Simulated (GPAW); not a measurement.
LiHF2 (R-3m), F K edge of atom 1, with 1 H at 1.14 Å and 3 Li at 1.99 Å (distorted tetrahedral, site symmetry 3m). Method: GPAW, LDA, full core hole (charged cell), 16-atom cell with 5.5 Å between holes, 5×5×5 k points, dipole transitions, Gaussian full width 0.9 eV up to 4 eV, rising linearly to 3.5 eV at 25 eV.

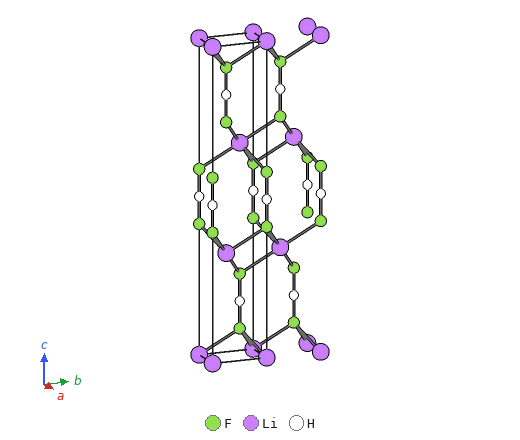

The structure (fluorine green, lithium purple, hydrogen white). Bonds to atoms that aren't drawn are left out. 1×2×1 conventional cells are drawn. Some periodic images of atoms are drawn too.

```xyz
4
Lattice="1.4670 0.8470 4.3667 -1.4670 0.8470 4.3667 0.0000 -1.6939 4.3667" Properties=species:S:1:pos:R:3 pbc="T T T"
F     0.0000    0.0000    7.6858
F     0.0000    0.0000    5.4143
Li    0.0000    0.0000    0.0000
H     0.0000    0.0000    6.5500
```

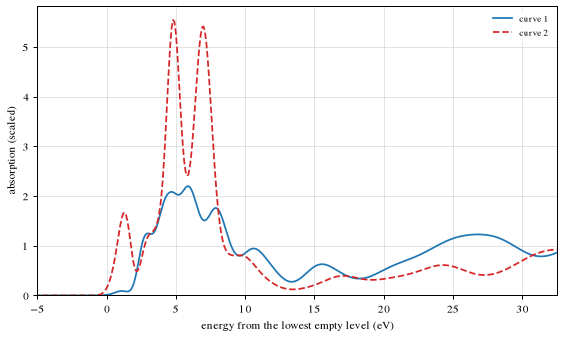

Energy from the lowest empty level; a common scale on which the isotropic spectrum has a mean of 1 over the first 20 eV.

**Question.** The curves are for the electric vector along different Cartesian axes of the cell as given, averaged over the symmetry-equivalent atoms. Which is which?

Curve 1: along x (⊥ c) (the other in-plane axis gives the same curve within 3 %), main maxima 4.7 eV (2.08), 5.9 eV (2.20) and 7.9 eV (1.76). Curve 2: along z (c), main maxima 1.3 eV (1.67), 4.8 eV (5.54) and 7.0 eV (5.41). A K edge sees empty p states on the absorber. Each direction probes the empty orbitals that point along it. The holes are only 5.5 Å apart, so the shape is probably not converged with cell size; no larger cell was run here. The mesh is coarse (0.27 Å⁻¹ between points), so small maxima may be mesh ripples.

[Banner, clock and machine lines of the logs are left out without a mark of their own.]

[Logs are printed without paths, hosts, clocks, repeated set-up lines and the standing remarks that a program may print on its own settings, such as how far it seeks lower states.]

[Hosts, paths, dates, database ids (printed as entryN), source tags and the programs' standing remarks are cut or masked in the printed files.]

[Lists of maxima count a maximum above −3 eV only where it reaches 4 % of the highest in the window and stands out from its surroundings by 2 % of it (1.5 % where it reaches 55 %); shoulders and weaker maxima are passed over, and of the rest the first, up to two pre-edge ones and the few strongest are named.]
